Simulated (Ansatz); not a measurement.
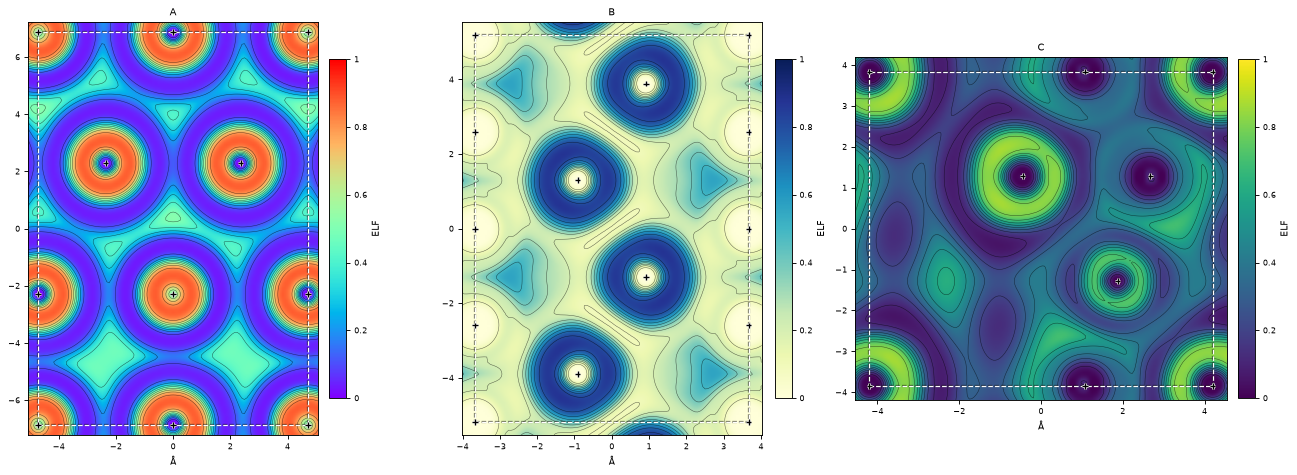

The electron localisation function of 3 systems, each on a plane through atoms (crosses mark nuclei in the plane).

Method: DFT PBE, scalar-relativistic, plane waves, PAW (Ansatz).

System 1: KRb₂, the (110) plane of the conventional cell. Space group P6₃/mmc; a structure generated by program, which may or may not match a known phase.

```xyz
6
Lattice="7.9396 0.0000 0.0000 -3.9698 6.8759 0.0000 0.0000 0.0000 9.4460" Properties=species:S:1:pos:R:3 pbc="T T T"
K     0.0000    4.5839    2.3615
K     3.9698    2.2919    7.0845
Rb    0.0000    0.0000    0.0000
Rb    0.0000    0.0000    4.7230
Rb    0.0000    4.5839    7.0845
Rb    3.9698    2.2919    2.3615
```

System 2: Zn₂S, the (110) plane of the conventional cell. Space group Fd-3m; a structure generated by program, which may or may not match a known phase.

```
CELL_PARAMETERS angstrom
7.34000 0.00000 0.00000
0.00000 7.34000 0.00000
0.00000 0.00000 7.34000
ATOMIC_POSITIONS crystal
Zn 0.12500 0.12500 0.12500
Zn 0.62500 0.62500 0.12500
Zn 0.62500 0.12500 0.62500
Zn 0.12500 0.62500 0.62500
Zn 0.12500 0.37500 0.37500
Zn 0.62500 0.87500 0.37500
Zn 0.62500 0.37500 0.87500
Zn 0.12500 0.87500 0.87500
Zn 0.37500 0.37500 0.12500
Zn 0.87500 0.87500 0.12500
Zn 0.87500 0.37500 0.62500
Zn 0.37500 0.87500 0.62500
Zn 0.37500 0.12500 0.37500
Zn 0.87500 0.62500 0.37500
Zn 0.87500 0.12500 0.87500
Zn 0.37500 0.62500 0.87500
S 0.50000 0.00000 0.00000
S 0.00000 0.50000 0.00000
S 0.00000 0.00000 0.50000
S 0.50000 0.50000 0.50000
S 0.75000 0.25000 0.25000
S 0.25000 0.75000 0.25000
S 0.25000 0.25000 0.75000
S 0.75000 0.75000 0.75000
```

System 3: La₂Ge₂W, the (110) plane of the conventional cell. Space group P-3m1; a structure generated by program, which may or may not match a known phase.

```yaml
crystal:
  lattice:
    - [4.43636, 0.00000, 0.00000]
    - [-2.21818, 3.84200, 0.00000]
    - [0.00000, 0.00000, 8.39311]
  atoms:
    - { symbol: La, position: [0.66667, 0.33333, 0.27685] }
    - { symbol: La, position: [0.33333, 0.66667, 0.72315] }
    - { symbol: Ge, position: [0.66667, 0.33333, 0.90455] }
    - { symbol: Ge, position: [0.33333, 0.66667, 0.09545] }
    - { symbol: W, position: [0.00000, 0.00000, 0.00000] }
```

Which map belongs to which system?

Answer. Panel A is system 1, KRb₂: the plane holds K and Rb. K–Rb (4.58 Å): the ELF is about 0.15 at the midpoint (no shared electron pair shows on this line). Panel B is system 2, Zn₂S: the plane holds Zn and S. Zn–S (3.04 Å): the ELF peaks at about 0.85 in the valence shell of S, 0.8 Å from its nucleus, and drops to about 0.15 between the two atoms. Panel C is system 3, La₂Ge₂W: the plane holds La, Ge and W. Ge–W (2.68 Å): the ELF is about 0.40 at the midpoint.
